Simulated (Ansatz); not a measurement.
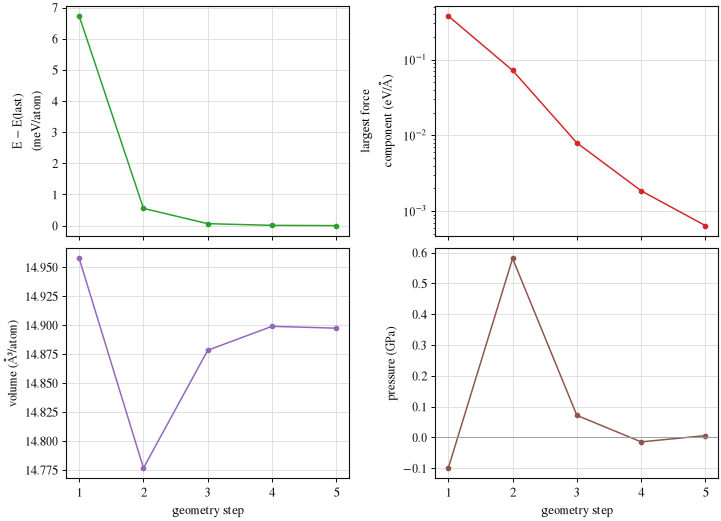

History of a geometry optimisation. Atoms and cell relax. A closing SCF on a freshly chosen basis isn't drawn.

```
crystal:
  lattice:
    - [3.9074890023, 0.0, 0.0]
    - [0.0, 3.9074890023, 0.0]
    - [0.0, 0.0, 6.857428362]
  atoms:
    - { symbol: Li, position: [0.0, 0.0, 0.0] }
    - { symbol: Al, position: [0.5, 0.5, 0.0] }
    - { symbol: Al, position: [0.5, 0.0, 0.3010761357] }
    - { symbol: Al, position: [0.0, 0.5, 0.3010761357] }
    - { symbol: Al, position: [0.5, 0.0, 0.6989238643] }
    - { symbol: Al, position: [0.0, 0.5, 0.6989238643] }
    - { symbol: B, position: [0.0, 0.0, 0.5] }
basis:
  ecutwfc: 420
kpoints:
  mp_grid: { grid: [10, 10, 6] }
hamiltonian:
  xc: pbe
scf:
  occupations: { method: gaussian, width: 0.1 }
output:
  forces: true
  stress: true
  eigenvalues: true
relax:
  adjacent_minimum: "off"
  f_tol: 0.01
  max_steps: 80
  cell: { stress_tol: 0.05 }
```

Command:
```bash
ansatz run input.yaml --threads 1 --pin off --max-ram 2048MiB --backend cpu --events-out ev --progress --plain --runs-dir out
```

Q: How did the optimisation end?

A: The optimisation met its thresholds at geometry 5, counting the start as the first. The energy fell by about 6.7 meV/atom from the first step to the last. The largest force component goes from about 0.38 eV/Å at the start to 6 × 10⁻⁴ eV/Å at the end.

Q: What happens to the cell?

A: The volume shrinks from 14.96 to 14.90 Å³ per atom (−0.4 %), overshooting to 14.78 at step 2, as the pressure goes from −0.1 GPa to about 0 GPa. The start was expanded.
